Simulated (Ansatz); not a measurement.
# Geometry relaxation, with input and output: CH3Cl2FHf (part 1 of 2)

CH3Cl2FHf, computed with RKS PBE/def2-SVP (Ansatz 0.2.0).

It belongs to a series of runs on one base structure; here: end point B relaxed.

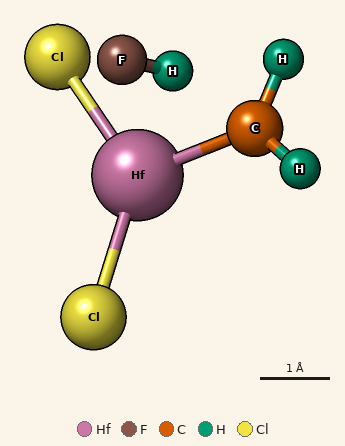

*The input geometry (ball-and-stick view, seen at a tilt). Sticks mark near contacts.*

Bond lengths as drawn: Cl–Hf 2.37 Å, C–H 1.11 Å, C–Hf 2.00 Å and F–H 0.92 Å.

Input file
```yaml
crystal:
  periodic: [false, false, false]
  atoms:
    - { symbol: Hf, position_ang: [-0.552748, -0.623663, -1.103982] }
    - { symbol: F, position_ang: [1.852807, 1.619341, 0.383022] }
    - { symbol: C, position_ang: [-0.631925, -0.391005, 0.8831] }
    - { symbol: H, position_ang: [1.193684, 1.108708, 0.782579] }
    - { symbol: Cl, position_ang: [-1.630846, 1.160112, -2.231407] }
    - { symbol: Cl, position_ang: [1.104287, -2.201352, -1.719908] }
    - { symbol: H, position_ang: [-1.247736, 0.372075, 1.406543] }
    - { symbol: H, position_ang: [-0.087522, -1.044216, 1.600052] }
basis:
  gaussian: { orbitals: def2-SVP }
hamiltonian:
  xc: pbe
relax:
  f_tol: 0.03
  max_steps: 50
output:
  orbitals: {}
```

Hardware: 2 threads of Intel Xeon (Sapphire Rapids), 16 GiB of memory available, shared host.

Run as:
```bash
ansatz run input.yaml --threads 2 --pin off --max-ram 3072MiB --backend cpu --events-out ev --progress --plain --runs-dir out
```

What the program printed
```
The last accepted step is kept in [file] (removed where the run ends without a failure and the disk answers)
Engine: ansatz 0.2.0, x86_64-unknown-linux-gnu
Functional definition: PBE
  parameter kappa = 0.804
  parameter beta = 0.06672455060314922
  exchange = pbe_x(kappa = kappa, mu = beta*pi^2/3)
  correlation = pbe_c(beta = beta)
1184 factors; their error is unknown
mean field evaluation 1: about -30117.0838 eV, gradient 7.8e1 eV
mean field evaluation 2: about -29927.7753 eV, gradient 2.0e2 eV
mean field evaluation 4: about -30125.4939 eV, gradient 5.0e1 eV
mean field evaluation 8: about -30132.5754 eV, gradient 2.2e-1 eV
mean field evaluation 16: about -30132.4819 eV, gradient 1.5e-3 eV
mean field -30132.48193529 eV, -1107.3482865920 hartree, gradient 6.5e-6 eV, S^2 0.000000; 1 other end points of the search recorded, 0 dependent functions left out
the calculation of the forces begins
reference -30132.48200711 eV, -1107.3482892314 hartree; 32, 32 occupied and 79, 79 virtual orbitals, 1184 factors
relax step   1: F+E_penalty+E_count = -30132.48193529 eV  Δ(F+E_penalty+E_count) = +0.000e0 eV  max|allowed force component| = 9.979e-1 eV/Å  Δτ_max = 0.0000 Å  (45 SCF iters, accepted)
these checks for a lower state are left out or cut short: starts, cluster_reference, orbital_swaps, neighbouring_geometries, increment
1184 factors; their error is unknown
mean field evaluation 32: about -30132.6199 eV, gradient 9.3e-4 eV
mean field -30132.61988900 eV, -1107.3533562974 hartree, gradient 9.1e-6 eV, S^2 0.000000; 0 other end points of the search recorded, 0 dependent functions left out
[... from here on the field's lines of each further geometry are left out, up to the last ...]
relax step   2: F+E_penalty+E_count = -30132.61988900 eV  Δ(F+E_penalty+E_count) = -1.380e-1 eV  max|allowed force component| = 4.916e-1 eV/Å  Δτ_max = 0.1917 Å  (38 SCF iters, accepted)
relax step   3: F+E_penalty+E_count = -30132.83487003 eV  Δ(F+E_penalty+E_count) = -2.150e-1 eV  max|allowed force component| = 8.346e-1 eV/Å  Δτ_max = 0.1979 Å  (36 SCF iters, accepted)
relax step   4: F+E_penalty+E_count = -30133.27596285 eV  Δ(F+E_penalty+E_count) = -4.411e-1 eV  max|allowed force component| = 1.169e0 eV/Å  Δτ_max = 0.1934 Å  (41 SCF iters, accepted)
relax step   5: F+E_penalty+E_count = -30133.72768693 eV  Δ(F+E_penalty+E_count) = -4.517e-1 eV  max|allowed force component| = 1.068e0 eV/Å  Δτ_max = 0.1939 Å  (36 SCF iters, accepted)
relax step   6: F+E_penalty+E_count = -30134.00416785 eV  Δ(F+E_penalty+E_count) = -2.765e-1 eV  max|allowed force component| = 1.971e0 eV/Å  Δτ_max = 0.1951 Å  (35 SCF iters, accepted)
relax step   7: F+E_penalty+E_count = -30134.62348080 eV  Δ(F+E_penalty+E_count) = -6.193e-1 eV  max|allowed force component| = 3.072e0 eV/Å  Δτ_max = 0.1949 Å  (38 SCF iters, accepted)
relax step   8: F+E_penalty+E_count = -30135.67575003 eV  Δ(F+E_penalty+E_count) = -1.052e0 eV  max|allowed force component| = 3.153e0 eV/Å  Δτ_max = 0.1940 Å  (42 SCF iters, accepted)
relax step   9: F+E_penalty+E_count = -30136.37864870 eV  Δ(F+E_penalty+E_count) = -7.029e-1 eV  max|allowed force component| = 1.646e0 eV/Å  Δτ_max = 0.1949 Å  (35 SCF iters, accepted)
relax step  10: F+E_penalty+E_count = -30136.79578902 eV  Δ(F+E_penalty+E_count) = -4.171e-1 eV  max|allowed force component| = 9.993e-1 eV/Å  Δτ_max = 0.1968 Å  (35 SCF iters, accepted)
relax step  11: F+E_penalty+E_count = -30136.99264536 eV  Δ(F+E_penalty+E_count) = -1.969e-1 eV  max|allowed force component| = 6.586e-1 eV/Å  Δτ_max = 0.1910 Å  (35 SCF iters, accepted)
relax step  12: F+E_penalty+E_count = -30137.10527938 eV  Δ(F+E_penalty+E_count) = -1.126e-1 eV  max|allowed force component| = 3.585e-1 eV/Å  Δτ_max = 0.2000 Å  (35 SCF iters, accepted)
relax step  13: F+E_penalty+E_count = -30137.13332123 eV  Δ(F+E_penalty+E_count) = -2.804e-2 eV  max|allowed force component| = 1.633e-1 eV/Å  Δτ_max = 0.1049 Å  (35 SCF iters, accepted)
relax step  14: F+E_penalty+E_count = -30137.15153589 eV  Δ(F+E_penalty+E_count) = -1.821e-2 eV  max|allowed force component| = 1.677e-1 eV/Å  Δτ_max = 0.1075 Å  (35 SCF iters, accepted)
relax step  15: F+E_penalty+E_count = -30137.15389192 eV  Δ(F+E_penalty+E_count) = -2.356e-3 eV  max|allowed force component| = 2.119e-2 eV/Å  Δτ_max = 0.0328 Å  (30 SCF iters, accepted)
relax step  16: F+E_penalty+E_count = -30137.15397702 eV  Δ(F+E_penalty+E_count) = -8.510e-5 eV  max|allowed force component| = 5.775e-3 eV/Å  Δτ_max = 0.0062 Å  (30 SCF iters, accepted)
relax step  17: F+E_penalty+E_count = -30137.15401342 eV  Δ(F+E_penalty+E_count) = -3.640e-5 eV  max|allowed force component| = 4.095e-3 eV/Å  Δτ_max = 0.0054 Å  (31 SCF iters, accepted)
relax step  18: F+E_penalty+E_count = -30137.15407253 eV  Δ(F+E_penalty+E_count) = -5.911e-5 eV  max|allowed force component| = 5.817e-3 eV/Å  Δτ_max = 0.0075 Å  (31 SCF iters, accepted)
relax step  19: F+E_penalty+E_count = -30137.15417830 eV  Δ(F+E_penalty+E_count) = -1.058e-4 eV  max|allowed force component| = 7.966e-3 eV/Å  Δτ_max = 0.0100 Å  (30 SCF iters, accepted)
relax step  20: F+E_penalty+E_count = -30137.15436613 eV  Δ(F+E_penalty+E_count) = -1.878e-4 eV  max|allowed force component| = 1.066e-2 eV/Å  Δτ_max = 0.0133 Å  (30 SCF iters, accepted)
relax step  21: F+E_penalty+E_count = -30137.15469542 eV  Δ(F+E_penalty+E_count) = -3.293e-4 eV  max|allowed force component| = 1.396e-2 eV/Å  Δτ_max = 0.0175 Å  (30 SCF iters, accepted)
relax step  22: F+E_penalty+E_count = -30137.15526136 eV  Δ(F+E_penalty+E_count) = -5.659e-4 eV  max|allowed force component| = 1.784e-2 eV/Å  Δτ_max = 0.0228 Å  (30 SCF iters, accepted)
the calculation of the forces begins
reference -30137.15628424 eV, -1107.5200657476 hartree; 32, 32 occupied and 79, 79 virtual orbitals, 1184 factors
relax step  23: F+E_penalty+E_count = -30137.15620919 eV  Δ(F+E_penalty+E_count) = -9.478e-4 eV  max|allowed force component| = 2.213e-2 eV/Å  Δτ_max = 0.0292 Å  (29 SCF iters, accepted)
```

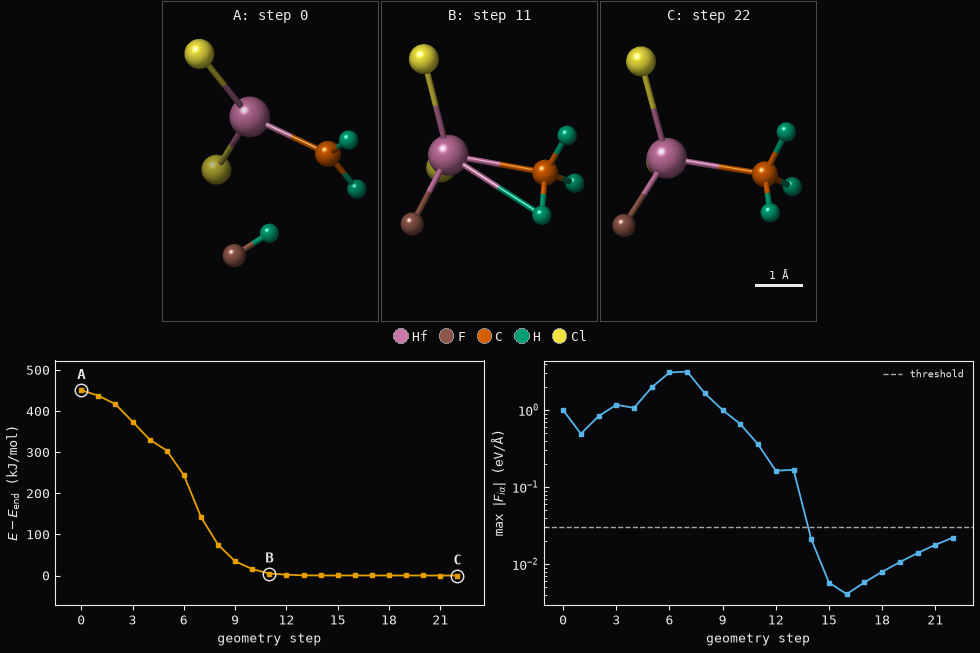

*Frames of the relaxation (ball-and-stick view, seen at a tilt) above the curves, on which the letters mark them (the first geometry is step 0 here and step 1 in the log).*

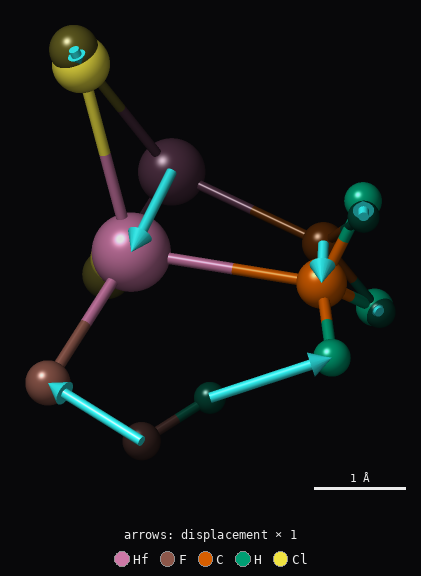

*Start (faint) and end (solid) with the displacements as teal arrows, at true length (ball-and-stick view, seen at a tilt). The two geometries are laid on each other by the best rigid fit.*

The atom that moves furthest after the best rigid fit is H4 (1.42 Å). Largest moves by element: H 1.42 Å, F 1.37 Å, Hf 1.14 Å, C 0.54 Å, Cl 0.27 Å. Distances before and after: F2–H4 0.925 → 3.188 Å, Hf1–F2 3.610 → 1.909 Å, C3–H4 2.365 → 1.113 Å, Hf1–C3 2.002 → 2.197 Å. New bonds form: C3–H4 (2.36 → 1.11 Å), Hf1–F2 (3.61 → 1.91 Å). Bonds break: F2–H4 (0.92 → 3.19 Å). Among the angles that change: Cl5–Hf1–Cl6 134.1° → 114.5°, Hf1–C3–H7 124.7° → 111.2°, Hf1–C3–H8 123.5° → 111.0°. The energy falls by 451.0 kJ/mol in 22 geometry steps. Largest force component: 1 eV/Å at the start, 0.022 eV/Å at the end. (Atoms are counted from 1 in the order of the input.)

```
1184 factors; their error is unknown
mean field -30137.15620919 eV, -1107.5200629896 hartree, gradient 2.0e-5 eV, S^2 0.000000; 1 other end points of the search recorded, 0 dependent functions left out
the calculation of the forces begins
reference -30137.15628424 eV, -1107.5200657476 hartree; 32, 32 occupied and 79, 79 virtual orbitals, 1184 factors
Total energy: -30137.15628424 eV, -1107.5200657476 hartree
Atom 0 at     0.317481     0.120068    -0.971708 Å, force     0.010424     0.005705    -0.009070 eV/Å
Atom 1 at     1.754727     1.375839    -0.930770 Å, force    -0.022131    -0.010227     0.000731 eV/Å
Atom 2 at    -0.294644    -0.073810     1.129653 Å, force     0.000695     0.002039     0.018512 eV/Å
Atom 3 at     0.412898     0.451330     1.808883 Å, force    -0.005872    -0.016623    -0.006126 eV/Å
Atom 4 at    -1.568625     0.940415    -2.125254 Å, force     0.005129    -0.005095     0.000952 eV/Å
Atom 5 at     1.016047    -2.029515    -1.643865 Å, force     0.003732     0.006510     0.001812 eV/Å
Atom 6 at    -1.306753     0.357938     1.294903 Å, force     0.014730     0.007039    -0.000007 eV/Å
Atom 7 at    -0.331130    -1.142265     1.438158 Å, force    -0.006706     0.010652    -0.006803 eV/Å
Dipole moment:    -0.065728    -0.012435     0.271050 e Å
```

Trajectory as extended XYZ (Å, eV, eV/Å), 23 frames, from step=1 to step=23
```
8
Properties=species:S:1:pos:R:3:forces:R:3 step=1 energy=-30132.48193
Hf   -0.5527   -0.6237   -1.1040    0.2047   0.1976   0.1222
F     1.8528    1.6193    0.3830    0.6981   0.4973  -0.6770
C    -0.6319   -0.3910    0.8831    0.1125   0.0770  -0.0043
H     1.1937    1.1087    0.7826   -0.9979  -0.7643   0.5612
Cl   -1.6308    1.1601   -2.2314    0.0041  -0.0160   0.0075
Cl    1.1043   -2.2014   -1.7199   -0.0084   0.0082   0.0004
H    -1.2477    0.3721    1.4065    0.0008  -0.0035  -0.0035
H    -0.0875   -1.0442    1.6001   -0.0140   0.0038  -0.0065
8
Properties=species:S:1:pos:R:3:forces:R:3 step=2 energy=-30132.61989
Hf   -0.4787   -0.5590   -1.0827    0.4916   0.4172   0.1158
F     1.7461    1.5065    0.2706   -0.0494  -0.0875  -0.2779
C    -0.5646   -0.3336    0.9008   -0.1853  -0.1224   0.2738
H     1.1068    1.0472    0.8057   -0.2991  -0.2490   0.0019
Cl   -1.6066    1.1836   -2.2230   -0.0524  -0.0124  -0.0082
Cl    1.1318   -2.1781   -1.7122   -0.0224  -0.0437  -0.0043
H    -1.2463    0.3764    1.4233    0.0981  -0.0006  -0.0406
H    -0.0885   -1.0430    1.6175    0.0188   0.0985  -0.0605
8
Properties=species:S:1:pos:R:3:forces:R:3 step=3 energy=-30132.83487
Hf   -0.3830   -0.4754   -1.0532    0.8346   0.7029   0.1849
F     1.6420    1.3959    0.1438   -0.6734  -0.5480   0.0879
C    -0.5517   -0.3184    0.9313   -0.1585  -0.0651   0.4717
H     1.0163    0.9716    0.7786    0.1469   0.0239  -0.5809
Cl   -1.5694    1.2203   -2.2072   -0.0881  -0.0518  -0.0118
Cl    1.1733   -2.1434   -1.6969   -0.0712  -0.0673  -0.0082
H    -1.2417    0.3848    1.4547    0.0581  -0.0700  -0.0578
H    -0.0859   -1.0353    1.6490   -0.0485   0.0754  -0.0858
8
Properties=species:S:1:pos:R:3:forces:R:3 step=4 energy=-30133.27596
Hf   -0.2399   -0.3516   -1.0133    1.1692   1.0094   0.3496
F     1.5436    1.2930    0.0200   -0.7272  -0.6445  -0.2526
C    -0.5598   -0.3186    0.9672    0.1203   0.1642   0.5019
H     0.9308    0.8915    0.7245   -0.1282  -0.1862  -0.4191
Cl   -1.5447    1.2462   -2.1930   -0.0581  -0.1699   0.0225
Cl    1.2014   -2.1193   -1.6830   -0.1816  -0.0093   0.0007
H    -1.2453    0.3907    1.4913   -0.0077  -0.2025  -0.0796
H    -0.0860   -1.0318    1.6861   -0.1867   0.0387  -0.1233
8
Properties=species:S:1:pos:R:3:forces:R:3 step=5 energy=-30133.72769
Hf   -0.0962   -0.2277   -0.9736    0.8155   0.7010   0.1647
F     1.4737    1.2220   -0.0531    0.2331   0.0296  -1.0676
C    -0.5412   -0.2988    0.9926    0.2689   0.2728   0.3513
H     0.8852    0.8480    0.6941   -0.9126  -0.6885   0.5901
Cl   -1.5456    1.2300   -2.1869    0.0752  -0.2757   0.1098
Cl    1.1847   -2.1144   -1.6801   -0.2624   0.1490   0.0460
H    -1.2615    0.3819    1.5063   -0.0176  -0.2179  -0.0773
H    -0.0991   -1.0410    1.7008   -0.2000   0.0296  -0.1171
8
Properties=species:S:1:pos:R:3:forces:R:3 step=6 energy=-30134.00417
Hf    0.0485   -0.1026   -0.9354   -0.7110  -0.7039  -0.8001
F     1.4405    1.1824   -0.1279    1.9711   1.4630  -1.1493
C    -0.4937   -0.2546    1.0187    0.4644   0.4332   0.2390
H     0.8225    0.7898    0.6849   -1.7337  -1.1943   1.7261
Cl   -1.5441    1.1819   -2.1746    0.2247  -0.2736   0.1708
Cl    1.1373   -2.0998   -1.6768   -0.2338   0.3015   0.0835
H    -1.2864    0.3594    1.5089    0.0981  -0.1259  -0.1223
H    -0.1246   -1.0564    1.7022   -0.0798   0.1000  -0.1476
8
Properties=species:S:1:pos:R:3:forces:R:3 step=7 energy=-30134.62348
Hf    0.1285   -0.0374   -0.9426   -0.5344  -0.6210  -1.4024
F     1.4444    1.1890   -0.0733    2.6455   1.8692  -2.1197
C    -0.3700   -0.1469    1.0409    0.2732   0.2280  -0.0588
H     0.6811    0.6763    0.7563   -2.5981  -1.6763   3.0719
Cl   -1.5605    1.0906   -2.1921    0.2436  -0.1973   0.1804
Cl    1.0520   -2.0975   -1.7097   -0.1560   0.2941   0.1041
H    -1.2538    0.3480    1.4654   -0.1935   0.3813   0.0575
H    -0.1218   -1.0220    1.6552    0.3196  -0.2781   0.1670
8
Properties=species:S:1:pos:R:3:forces:R:3 step=8 energy=-30135.67575
Hf    0.2410    0.0582   -0.9455   -2.1482  -2.0842  -2.1882
F     1.5122    1.2197   -0.2095    2.8093   2.1898  -0.8751
C    -0.3760   -0.1490    1.0596    0.2110   0.1962   0.1770
H     0.5528    0.5867    0.8710   -1.8493  -1.0507   3.1528
Cl   -1.5425    1.0216   -2.2205    0.4246  -0.0840   0.2568
Cl    0.9949   -2.0676   -1.7485   -0.0262   0.4643   0.1677
H    -1.2699    0.3670    1.5000    0.4627  -0.0152  -0.3237
H    -0.1125   -1.0367    1.6932    0.1161   0.3838  -0.3672
```
